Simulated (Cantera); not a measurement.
A closed system holds: 1 mol MgO, 0.012 mol Cl2, 0.016 mol O2, held at 0.133 bar.

Method: chemical equilibrium by Gibbs-energy minimisation in Cantera with the NASA 1993 tables (ideal gas, pure condensed phases). Candidate condensed phases: Mg, MgCl2, MgO; 11 gas species. Equilibrium is a limit: real reactors are often held back by kinetics, nucleation or transport.

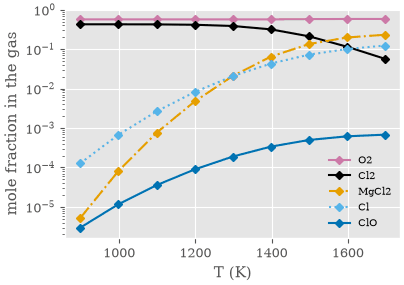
*Equilibrium gas composition (values under 1e-9 drawn at 1e-9)*

From 898 K to 1698 K the condensed part is MgO(s). The main Mg-bearing gas is MgCl2 throughout.
